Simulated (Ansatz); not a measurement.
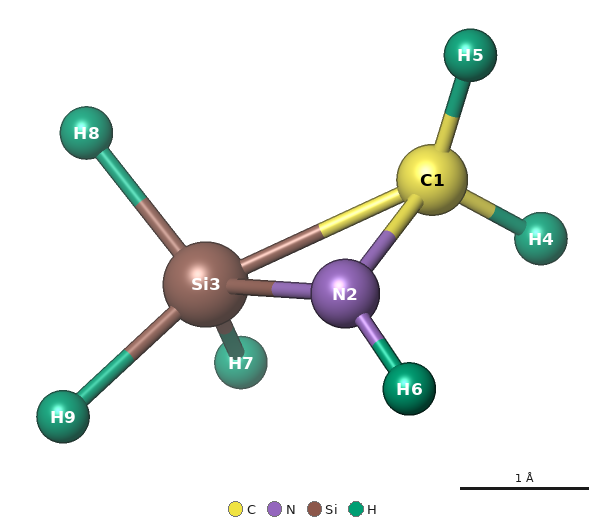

Orthographic view. Depth is shown by fading: the farther an atom, the more it takes the colour of the background. The species has charge −1 and is a spin singlet. The computed structure is the end point of a PBE0-D4/def2-TZVPD optimisation. No frequency run is at hand to confirm it as a minimum.

Write a Z-matrix (Å, degrees) in the order of the atom numbers, with these reference atoms: 2 to 1; 3 to 2, 1; 4 to 1, 2, 3; 5 to 1, 4, 2; 6 to 2, 1, 5; 7 to 3, 2, 6; 8 to 3, 7, 1; 9 to 3, 8, 7.

```
C  
N    1   1.492
Si   2   1.721   1    75.8
H    1   1.101   2   114.9   3  -105.8
H    1   1.101   4   109.9   2   129.8
H    2   1.012   1   121.2   5  -100.0
H    3   1.524   2   124.2   6   -51.9
H    3   1.518   7   109.1   1   108.6
H    3   1.579   8    96.1   7   -98.5
```
